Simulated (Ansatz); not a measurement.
# Calculations on BH2BrF2

### Relaxation

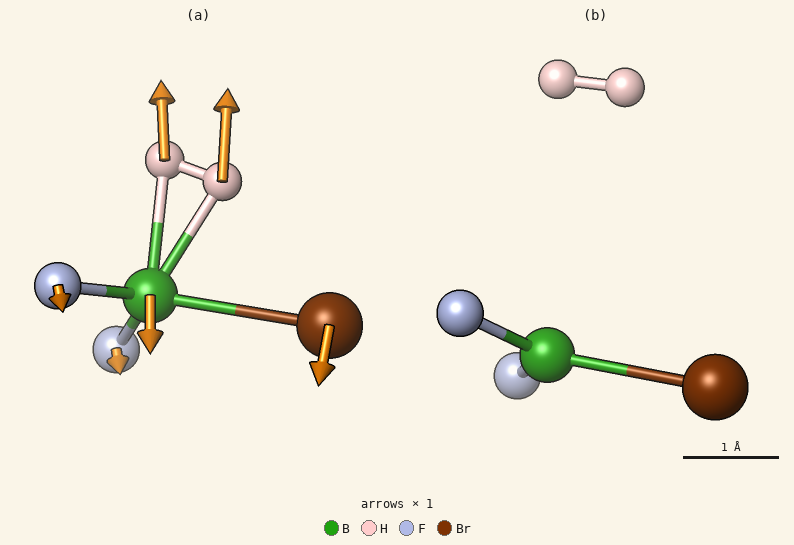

The structure of BH2BrF2 (started from a transition state, displaced along its imaginary mode) before (left) and after (right) a relaxation, at one scale. The orange arrows give the displacements, at their true length.

Style: ball-and-stick. Shown at a tilt.

The calculation used Ansatz, RKS PBE0-D4/def2-TZVP. Set-up: force threshold 0.005 eV/Å; at most 200 steps.

Describe what moved and what it gained.

Answer. The energy falls by 1.173 eV in 20 accepted moves (22 points after the start). Largest force component: 4.2 eV/Å at the start, 0.0047 eV/Å at the end. The line search rejected the trial steps at points 6, 14 of the run. The atom that moves furthest after the best rigid fit is an H atom (1.03 Å). Largest moves by element: H 1.03 Å, Br 0.68 Å, B 0.66 Å, F 0.31 Å. Near-neighbour distances that change, for instance: B–H 1.431 → 3.006 Å, B–H 1.492 → 3.038 Å, Br–H 2.057 → 3.534 Å, B–Br 2.021 → 1.904 Å. Bonds break, among them: B–H (1.43 → 3.01 Å). Among the angles between lasting bonds that change: F–B–Br 117.4° → 120.4°, F–B–F 116.4° → 119.3°.

### Relaxation

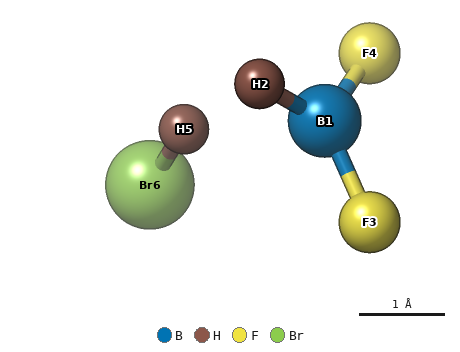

BH$_{2}$BrF$_{2}$ (started from a transition state, displaced along its imaginary mode), before the relaxation. A ball-and-stick model, seen at a tilt.

Computed with Ansatz 0.2.0, RKS PBE0-D4/def2-TZVP.

The input:
```yaml
crystal:
  periodic: [false, false, false]
  atoms:
    - {symbol: B, position_ang: [-0.518607, -0.365938, -0.043028]}
    - {symbol: H, position_ang: [-0.808156, 0.664228, -0.493789]}
    - {symbol: F, position_ang: [-0.135373, -1.351326, -0.860899]}
    - {symbol: F, position_ang: [-0.819822, -0.627609, 1.232735]}
    - {symbol: H, position_ang: [0.512646, 0.955796, -0.162777]}
    - {symbol: Br, position_ang: [1.769211, 0.724849, 0.327858]}
basis:
  gaussian: {orbitals: def2-TZVP}
hamiltonian: {xc: pbe0, dispersion: d4}
relax: {f_tol: 0.005, max_steps: 200}
```

Launched with:
```bash
ansatz run in.yaml --threads 4 --pin off --events-out ev --progress --plain --max-ram 9574MiB
```

### Where does the relaxation end?

Over 21 accepted moves (25 points after the start) the energy falls by 0.782 eV. The largest force component goes from 3 to 0.0011 eV/Å. The line search rejected the trial steps at points 10, 16, 23, 24 of the run. The forces were under the threshold at step 19, but the run went on from there. The atom that moves furthest after the best rigid fit is H5 (1.60 Å). Largest moves by element: H 1.60 Å, B 0.52 Å, F 0.38 Å, Br 0.30 Å. Some distances before and after: B1–H5 1.681 → 3.786 Å, B1–Br6 2.562 → 3.363 Å, H5–Br6 1.369 → 1.421 Å, B1–H2 1.161 → 1.191 Å. Bond angles that change, for instance: F3–B1–F4 120.3° → 118.0°.

The structure at the end:

```xyz
6

B    -0.9183   -0.6968   -0.0593
H    -1.3196    0.3163   -0.5407
F    -0.3835   -1.6357   -0.8079
F    -1.0489   -0.9322    1.2273
H     1.6352    2.0958   -0.1899
Br    2.0351    0.8526    0.3706
```

After the run, drawn alike:

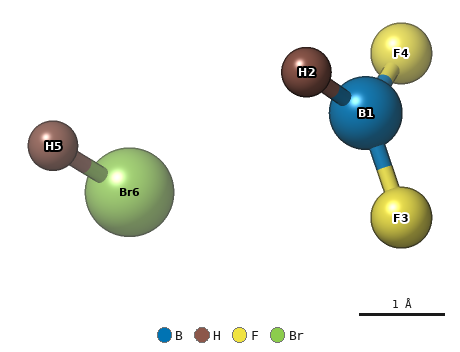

### Reaction

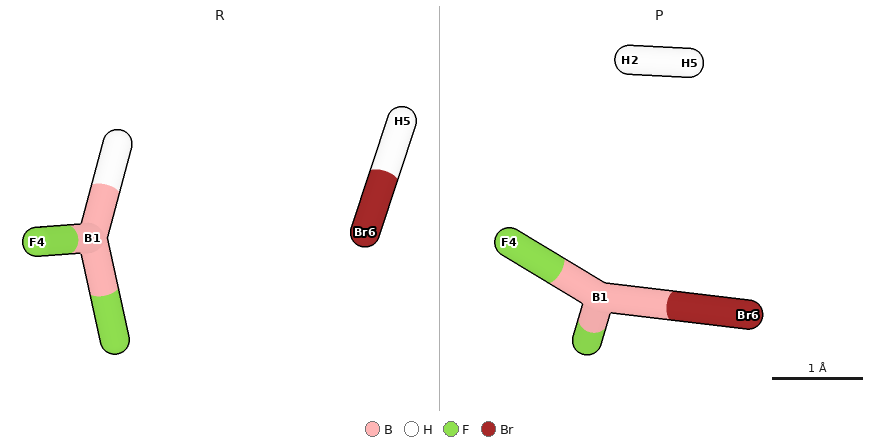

Reactant (R) and product (P) of one elementary step of BH₂BrF₂. Style: stick. Shown at a tilt.

Stationary points at PBE0-D4/def2-TZVP, single-point energies with B2PLYP, B97M-V, CAM-B3LYP-D4 (def2-TZVPP where no basis is named; Ansatz 0.2.0). The energies are electronic, without zero-point or thermal terms, and both ends are the relaxed geometries reached downhill from the saddle, with any fragments still in contact.

R:
```xyz
6

B    -0.8983   -0.7236   -0.0435
H    -1.3334    0.2729   -0.5303
F    -0.3440   -1.6538   -0.7888
F    -1.0094   -0.9502    1.2465
H     1.5719    2.1402   -0.2259
Br    2.0131    0.9144    0.3421
```

P:
```xyz
6

B     0.2896   -0.8630    0.3930
H    -1.1795    1.4649   -0.8919
F     0.0207   -1.4662   -0.7372
F    -0.6462   -0.7611    1.3026
H    -0.5128    1.7842   -0.7844
Br    2.0281   -0.1589    0.7180
```

Predict the saddle point between them and the barrier.

Answer. Counted by bonded pieces, R holds BHF₂ + HBr and P holds BBrF₂ + H₂. From R over the saddle to P, bonds form: B1–Br6 (3.36 → 2.29 → 1.90 Å), H2–H5 (3.47 → 1.04 → 0.75 Å). Bonds break: B1–H2 (1.19 → 1.32 → 3.04 Å), H5–Br6 (1.42 → 1.71 → 3.53 Å). The saddle has one imaginary mode, 894i cm⁻¹. The end R keeps a soft imaginary mode of 50i cm⁻¹, so it isn't quite a minimum. With B2PLYP the barrier is 30.0 kcal/mol from R and 38.3 kcal/mol from P, and P lies 8.3 kcal/mol below R.

```csv
level,barrier from R (kcal/mol),barrier from P (kcal/mol),P less R (kcal/mol)
B2PLYP,30.0,38.3,−8.3
B97M-V,26.2,35.9,−9.7
CAM-B3LYP-D4,30.2,37.6,−7.4
```

Saddle geometry:

```xyz
6

B    -0.2791   -0.3705    0.0368
H    -0.7579    0.7335   -0.5013
F    -0.1412   -1.3208   -0.8697
F    -0.8236   -0.5991    1.2180
H     0.2287    0.9659   -0.2591
Br    1.7729    0.5910    0.3753
```

The saddle point in the same view, with dashed sticks for the bonds that form or break:

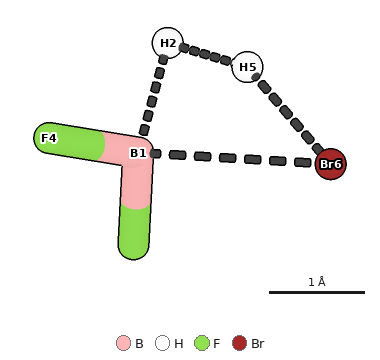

Limits of the set-up: the start holds two separate molecules, 3.4 Å apart at their closest, whose relative position is a soft coordinate.

### Reaction

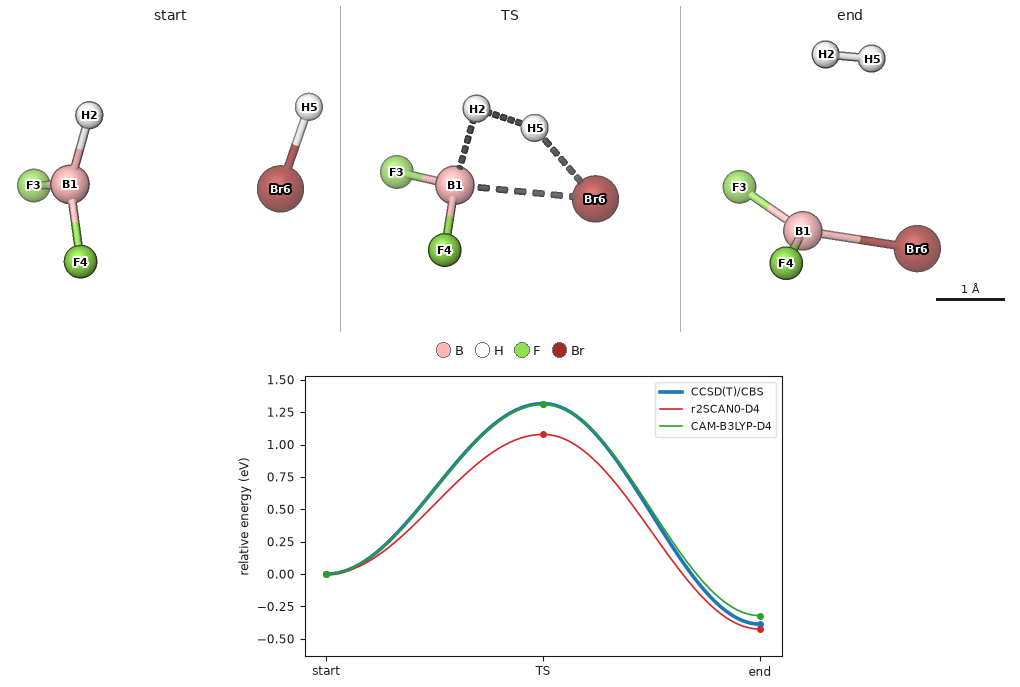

A reaction step of BH$_{2}$BrF$_{2}$, with its energy diagram. Style: ball-and-stick. Shown at a tilt. Dashed sticks mark bonds that form or break.

Stationary points at PBE0-D4/def2-TZVP, single-point energies with CCSD(T)/CBS, r2SCAN0-D4, CAM-B3LYP-D4 (def2-TZVPP where no basis is named; Ansatz 0.2.0). The energies are electronic, without zero-point or thermal terms, and both ends are the relaxed geometries reached downhill from the saddle, with any fragments still in contact. CCSD(T)/CBS stands for a frozen-core estimate: MP2 correlation extrapolated from def2-TZVPP and def2-QZVPP, CCSD(T) minus MP2 from the smaller set.

What happens, and what does it cost?

Answer. Counted by bonded pieces, the start holds BHF₂ + HBr and the end holds BBrF₂ + H₂. From the start over the saddle to the end, bonds form: B1–Br6 (3.36 → 2.29 → 1.90 Å), H2–H5 (3.47 → 1.04 → 0.75 Å). Bonds break: B1–H2 (1.19 → 1.32 → 3.04 Å), H5–Br6 (1.42 → 1.71 → 3.53 Å). The saddle has one imaginary mode, 894i cm⁻¹. The end the start keeps a soft imaginary mode of 50i cm⁻¹, so it isn't quite a minimum. With CCSD(T)/CBS the barrier is 1.32 eV from the start and 1.70 eV from the end, and the end lies 0.39 eV below the start.

```tsv
level	barrier from the start (eV)	barrier from the end (eV)	the end less the start (eV)
CCSD(T)/CBS	1.32	1.70	−0.39
r2SCAN0-D4	1.08	1.50	−0.42
CAM-B3LYP-D4	1.31	1.63	−0.32
```

Against CCSD(T)/CBS, CAM-B3LYP-D4 comes closest on the barrier from the start (−0.01 eV) and r2SCAN0-D4 misses most (−0.24 eV).

Limits of the set-up: the start holds two separate molecules, 3.4 Å apart at their closest, whose relative position is a soft coordinate.

### Path

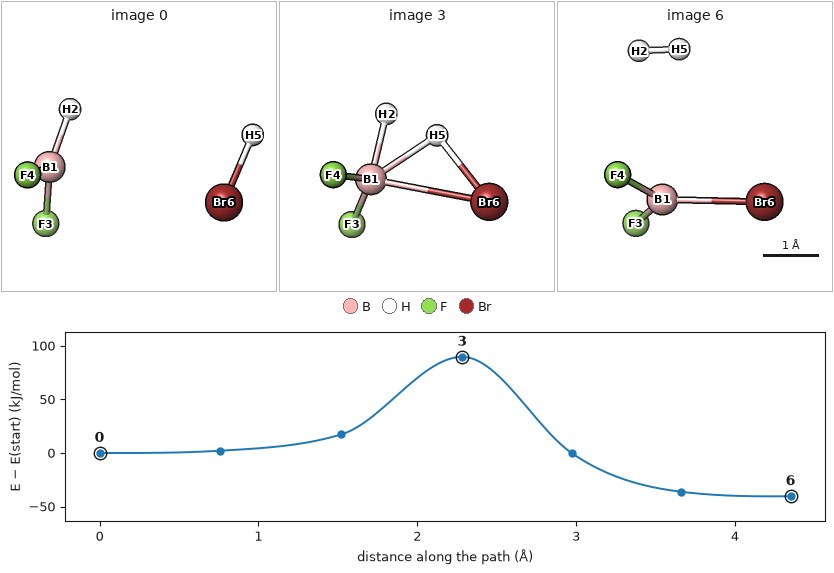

NEB run on BH₂BrF₂, made up of BHF$_{2}$ and HBr. Images are numbered from 0 (start) to 6 (end). Style: ball-and-stick. Shown at a tilt.

Computed with RKS PBE0-D4/def2-SVP in Ansatz.

Input
```yaml
crystal:
  periodic: [false, false, false]
  atoms:
    - {symbol: B, position_ang: [-0.923522, -0.689563, -0.063534]}
    - {symbol: H, position_ang: [-1.315621, 0.327883, -0.543424]}
    - {symbol: F, position_ang: [-0.394004, -1.630673, -0.813102]}
    - {symbol: F, position_ang: [-1.059380, -0.927131, 1.222170]}
    - {symbol: H, position_ang: [1.651834, 2.083613, -0.180207]}
    - {symbol: Br, position_ang: [2.040591, 0.835871, 0.378198]}
basis:
  gaussian: {orbitals: def2-SVP}
hamiltonian: {xc: pbe0, dispersion: d4}
neb:
  images: 5
  climbing: true
  max_iterations: 40
  initial_path: idpp
  final_atoms:
    - {symbol: B, position_ang: [0.340725, -0.839933, 0.401756]}
    - {symbol: H, position_ang: [-1.269199, 1.386432, -0.894156]}
    - {symbol: F, position_ang: [0.083786, -1.475718, -0.713235]}
    - {symbol: F, position_ang: [-0.583066, -0.770615, 1.326552]}
    - {symbol: H, position_ang: [-0.618133, 1.741496, -0.804054]}
    - {symbol: Br, position_ang: [2.045787, -0.041662, 0.683236]}
```

Launched with:
```bash
ansatz run in.yaml --threads 4 --pin off --events-out ev --progress --plain --max-ram 9574MiB
```

Question: What happens along the path, and what is the barrier?

Answer: Breaking: B1–H2 (1.19 → 1.32 at the top → 3.04 Å), H5–Br6 (1.42 → 1.70 at the top → 3.53 Å). Forming: B1–Br6 (3.36 → 2.27 at the top → 1.90 Å), H2–H5 (3.47 → 1.06 at the top → 0.75 Å). The energy climbs by 89.7 kJ/mol to image 3 and then falls by 130.1 kJ/mol, so the end point sits at −40.4 kJ/mol. The band converged in 24 iterations. The largest component of the band force went from 3.7 to 0.048 eV/Å. The climbing image converged on the top of the path. Its curvatures weren't checked. The largest force component is 0.24 eV/Å at the start and 0.46 eV/Å at the end; an end with forces this large is no minimum, and the barrier measured from it can be far off.

Limits of the set-up: the start holds two separate molecules, 3.4 Å apart at their closest, whose relative position is a soft coordinate.

The run took 110 s on 4 threads of Arm Neoverse V2, on a shared host.
